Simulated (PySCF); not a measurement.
# triplet BH5S: levels of theory compared

Aim: a comparison of 6 runs (U-r2SCAN/STO-6G, UCCSDT/STO-6G, UCISD/STO-6G, ROCCSD(T)/STO-6G, UCCSD(T)/STO-6G, FCI/STO-6G) of triplet BH5S. The job is set up through a Python script.

The calculation is run with PySCF 2.14.0.

3 further runs of the same task are left out: 3 set aside as unsound or not needed.

## Step 1: The molecule

BH5S has 7 atoms, charge 0, and is taken as a triplet. SMILES of the parent species: `[H]B([H])([H])<-S`. Geometry: relaxed at GFN2-xTB. That shape belongs to the parent species and isn't relaxed for this state.

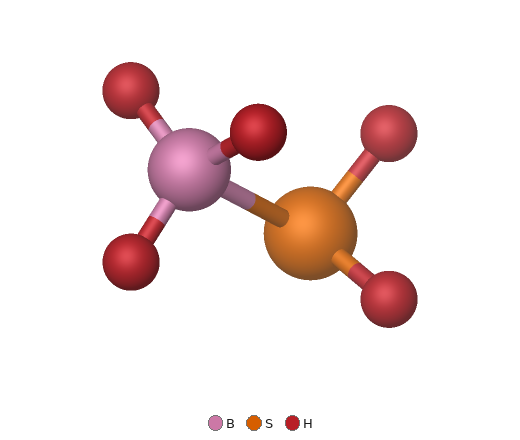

The structure, seen from a chosen angle (boron pink, sulfur orange, hydrogen red).

## Step 2: A single-point energy at U-r2SCAN/STO-6G (run 1)

job.py

```python
from pyscf import gto, dft

mol = gto.Mole()
mol.atom = '''
B        0.127630      -0.217240      -0.817090
S        0.134050      -0.231310       1.222430
H        0.506250       1.037510       1.415020
H       -1.154430       0.067690       1.414850
H        1.280190      -0.216980      -1.075620
H       -0.453000       0.779570      -1.081760
H       -0.440700      -1.219250      -1.077830
'''
mol.max_memory = 1860
mol.spin = 2
mol.verbose = 4
mol.charge = 0
mol.basis = 'sto-6g'
mol.build()

mf = dft.UKS(mol)
mf.xc = 'r2scan'
mf.grids.level = 5
mf.conv_tol = 1e-10
mf.kernel()
if not mf.converged:
    mf = mf.newton().run(mf.mo_coeff, mf.mo_occ)

etot = mf.e_tot
print('Final energy', etot)
```

On the command line:

```console
$ OMP_NUM_THREADS=1 python job.py
```

Standard output:

```text
PySCF version 2.14.0

[... 59 lines left out ...]
[... the frontier-level lines of each cycle are left out ...]
[... 11 lines left out ...]
[... 11 lines left out ...]
[... 11 lines left out ...]
[... 11 lines left out ...]
[... 11 lines left out ...]
[... 5 lines left out ...]

cycle= 12 E= -424.203169826018  delta_E= -3.62e-07  |g|= 4.91e-05  |ddm|= 0.0017


cycle= 13 E= -424.203169829371  delta_E= -3.35e-09  |g|= 1.89e-05  |ddm|= 0.000177


cycle= 14 E= -424.203169829849  delta_E= -4.78e-10  |g|= 2.1e-06  |ddm|= 4.87e-05


cycle= 15 E= -424.203169829856  delta_E= -6.93e-12  |g|= 6.56e-07  |ddm|= 1.03e-05


Extra cycle  E= -424.203169829856  delta_E= -4.55e-13  |g|= 8.35e-07  |ddm|= 3.52e-06
converged SCF energy = -424.203169829856  <S^2> = 2.0056451  2S+1 = 3.003761
Final energy -424.2031698298563
```

Wall time 13 s (1 thread of Arm Neoverse V1, shared host); peak memory 0.23 GiB.

## Step 3: A single-point energy at UCCSDT/STO-6G (run 2)

geometry.xyz

```xyz
7

B      0.127630    -0.217240    -0.817090
S      0.134050    -0.231310     1.222430
H      0.506250     1.037510     1.415020
H     -1.154430     0.067690     1.414850
H      1.280190    -0.216980    -1.075620
H     -0.453000     0.779570    -1.081760
H     -0.440700    -1.219250    -1.077830
```

input.py

```python
from pyscf import gto, scf, cc

system = gto.M(
    atom='geometry.xyz',
    basis='sto-6g',
    verbose=3,
    charge=0,
    max_memory=1860,
    spin=2,
)

myscf = scf.UHF(system)
myscf.conv_tol = 1e-10
myscf.kernel()
if not myscf.converged:
    myscf = myscf.newton().run(myscf.mo_coeff, myscf.mo_occ)

mycc = cc.CCSDT(myscf, frozen=6)
mycc.kernel()
energy = mycc.e_tot
print(f'total energy: {energy:.8f} hartree')
```

On the command line:

```console
$ OMP_NUM_THREADS=1 python input.py
```

Standard output:

```text
WARN: HOMO 0.298177906563927 >= LUMO -0.304480997612659

WARN: HOMO 0.00384805140214572 >= LUMO -0.018203416986396

converged SCF energy = -423.327280016064  <S^2> = 2.0201501  2S+1 = 3.0134035
_make_eris_incore_UCCSDT

WARN: A large `blksize_v_aaa` is being used, which may cause large memory consumption
      for storing contraction intermediates. If memory is sufficient, consider using
      `pyscf.cc.uccsdt_highm.UCCSDT` instead.

WARN: A large `blksize_v_aab` is being used, which may cause large memory consumption
      for storing contraction intermediates. If memory is sufficient, consider using
      `pyscf.cc.uccsdt_highm.UCCSDT` instead.

UCCSDT converged
E(UCCSDT) = -423.4254703898221   E_corr = -0.09819037375816904
E_corr(same-spin) = -0.0040988767105649
E_corr(oppo-spin) = -0.0940914970476041
total energy: -423.42547039 hartree
```

Wall time 4.2 s (1 thread of Arm Neoverse V1, shared host); peak memory 0.11 GiB.

Runs 3 to 5 aren't shown in full; the table further down has their settings and results.

## Step 4: The energy at FCI/STO-6G (run 6)

run.py

```python
from pyscf import gto, scf, mcscf

molecule = gto.M(
    atom='''
B      0.127630    -0.217240    -0.817090
S      0.134050    -0.231310     1.222430
H      0.506250     1.037510     1.415020
H     -1.154430     0.067690     1.414850
H      1.280190    -0.216980    -1.075620
H     -0.453000     0.779570    -1.081760
H     -0.440700    -1.219250    -1.077830
''',
    max_memory=1860,
    basis='sto-6g',
    verbose=3,
    spin=2,
)

mf = scf.ROHF(molecule)
mf.conv_tol = 1e-10
mf.kernel()
if not mf.converged:
    mf = mf.newton().run(mf.mo_coeff, mf.mo_occ)

cas = mcscf.CASCI(mf, mf.mo_coeff.shape[-1] - 6, (molecule.nelec[0] - 6, molecule.nelec[1] - 6))  # full CI above the frozen core
cas.fix_spin_(ss=2.0)
cas.kernel()
energy = cas.e_tot
print('E = %.10f Eh' % energy)
```

On the command line:

```console
$ OMP_NUM_THREADS=1 python run.py
```

Standard output:

```text
converged SCF energy = -423.322632055318
CASCI E = -423.425478871877  E(CI) = -35.5693664094514  S^2 = 2.0000000
E = -423.4254788719 Eh
```

Wall time 85 s (1 thread of Arm Neoverse V1, shared host); peak memory 0.6 GiB.

## Step 5: All runs side by side

```csv
run,level,integration grid,frozen core orbitals,energy (Eh),dipole moment (D) of the reference,⟨S²⟩,wall time
1,U-r2SCAN/STO-6G,5,–,-424.203170,2.85,2.006,13 s
2,UCCSDT/STO-6G,–,6,-423.425470,3.43,2.020,4.2 s
3,UCISD/STO-6G,–,6,-423.419263,3.43,2.020,1.2 s
4,ROCCSD(T)/STO-6G,–,6,-423.425016,3.56,2.000,1.3 s
5,UCCSD(T)/STO-6G,–,6,-423.425034,3.43,2.020,1.2 s
6,FCI/STO-6G,–,6,-423.425479,3.56,–,85 s
```

## Step 6: What came out

| quantity | value |
| --- | --- |
| run 6: total energy | -423.42548 Eh |
| run 6: dipole moment (Hartree–Fock density) | 3.56 D |
| run 6: correlation energy (6 core orbitals frozen) | -102.8 mEh |

In words: Against full CI in this basis: UCCSDT +0.0 mEh; UCISD +6.2 mEh; ROCCSD(T) +0.5 mEh; UCCSD(T) +0.4 mEh. In runs 1, 2, 3, 4, 5, 6 the basis is minimal, so the values are rough. All runs together took 1.8 min, the longest 85 s.
